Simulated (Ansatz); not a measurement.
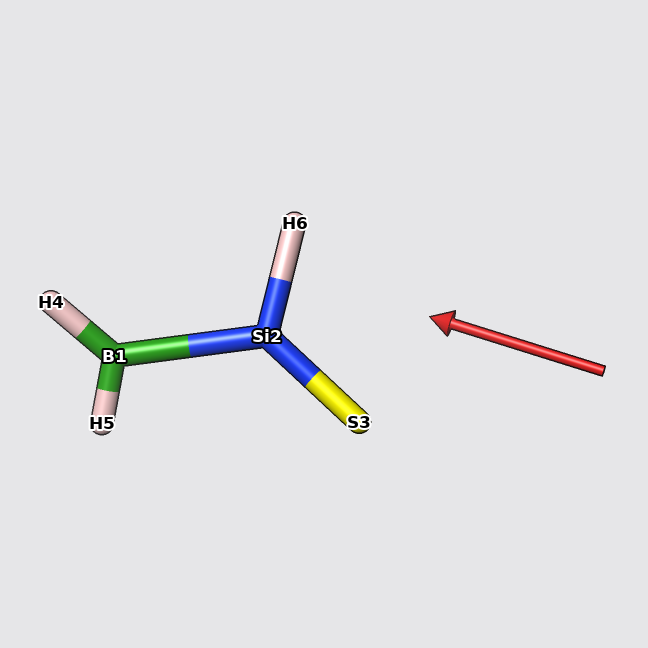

The arrow beside the molecule shows the direction of the dipole moment, from the negative to the positive end (its length means nothing). Geometry: atoms displaced at random (about 0.13 Å) from a stationary point of GFN2-xTB. Properties computed with RHF-CCSD(T), frozen core/def2-TZVPP (Ansatz 0.2.0).

> Estimate the dipole moment.

2.43 D; it points from the side of S3 to the side of H4 (the outermost atoms at the two ends).
